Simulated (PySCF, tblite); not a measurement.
**C7H15NSi: geometry, infrared bands and NMR shifts**

Wanted: the infrared bands and NMR shifts of C7H15NSi (`CCCN[C@H]1C=CC[SiH2]1`), by calculation.

Computed with tblite 0.8.0 and PySCF 2.14.0, with density-fitted response routines of our own, on a single molecule in the gas phase. Atoms are numbered from 0 throughout.

## (1) The starting structure

24 atoms, charge 0, multiplicity 1; geometry from: force field or distance geometry start.

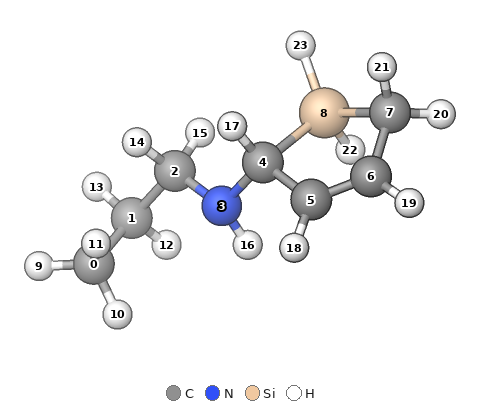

The starting geometry (carbon grey, nitrogen blue, silicon light orange, hydrogen white), atoms numbered.

## (2) Optimising the geometry with GFN2-xTB

Job settings and geometry (Å):

```
{"job": {"kind": "relax", "xc": "GFN2-xTB", "basis": "xTB"}, "charge": 0, "multiplicity": 1}
C     -3.389900    -0.475900     0.198600
C     -2.747500     0.480100    -0.766300
C     -1.349200     0.808100    -0.231400
N     -0.524000    -0.333500    -0.112200
C      0.801600    -0.050500     0.399500
C      1.645300    -1.247600     0.518600
C      2.888400    -1.190000     0.205500
C      3.449900     0.090300    -0.275700
Si     1.834000     0.891800    -0.853900
H     -4.442600    -0.136100     0.428500
H     -3.395200    -1.481100    -0.281100
H     -2.821800    -0.485700     1.143100
H     -2.606200     0.057800    -1.765000
H     -3.324400     1.426100    -0.838000
H     -1.545300     1.295200     0.769700
H     -0.862200     1.584900    -0.840900
H     -0.546600    -1.004500    -0.899500
H      0.769100     0.549500     1.326600
H      1.177200    -2.199200     0.906000
H      3.574000    -2.082300     0.299700
H      4.129700    -0.038600    -1.134600
H      3.875800     0.734300     0.503400
H      1.575500     0.497600    -2.221200
H      1.822500     2.329000    -0.638200
```

Started as:

```bash
$ OMP_NUM_THREADS=1 python probes_run.py task.json out
```

The driver reads the jobs from task.json and runs them one after another.

**Question.** This job is followed by: GFN2-xTB harmonic vibrations, gas phase; GIAO PBE0/pcSseg-1 NMR shielding, non-relativistic, gas phase. Predict these results of the whole session: strongest single infrared mode (GFN2-xTB); zero-point energy (GFN2-xTB); 13C shifts against TMS (PBE0/pcSseg-1); 1H shifts against TMS (PBE0/pcSseg-1, means over atoms taken as alike); 15N shifts against NH3 (PBE0/pcSseg-1); 29Si shifts against TMS (PBE0/pcSseg-1); surface potential, least and greatest.

**Answer**, as computed:

```
                                                              quantity                                                                              value
                             strongest single infrared mode (GFN2-xTB)                                                              2225 cm⁻¹, 360 km/mol
                                          zero-point energy (GFN2-xTB)                                                                     127.2 kcal/mol
                                13C shifts against TMS (PBE0/pcSseg-1)                                     145.7, 137.1, 60.4, 57.1, 28.6, 16.0, 14.8 ppm
1H shifts against TMS (PBE0/pcSseg-1, means over atoms taken as alike)  6.34, 6.07, 4.58, 3.99, 3.58, 2.97, 2.44, 1.86, 1.75, 1.67, 1.29, 1.25, -0.62 ppm
                                15N shifts against NH3 (PBE0/pcSseg-1)                                                                           71.7 ppm
                               29Si shifts against TMS (PBE0/pcSseg-1)                                                                          -34.1 ppm
                                 surface potential, least and greatest                                                                 -1.13 V and 1.02 V
```

The optimisation took 123 steps and gained 0.834 eV; among the close pairs (by a distance rule), C4–Si8 changed most, from 1.877 to 1.933 Å. All 66 modes are real, so the xTB geometry is a minimum. The strongest single mode, at 2225 cm⁻¹, moves mainly H22. GFN2-xTB is a fitted tight-binding method: band positions and strengths are rough. Its intensities can rank the bands wrongly. At PBE0/pcSseg-1: The largest span, 206 ppm, is at C6, where the paramagnetic term is -207 ppm.
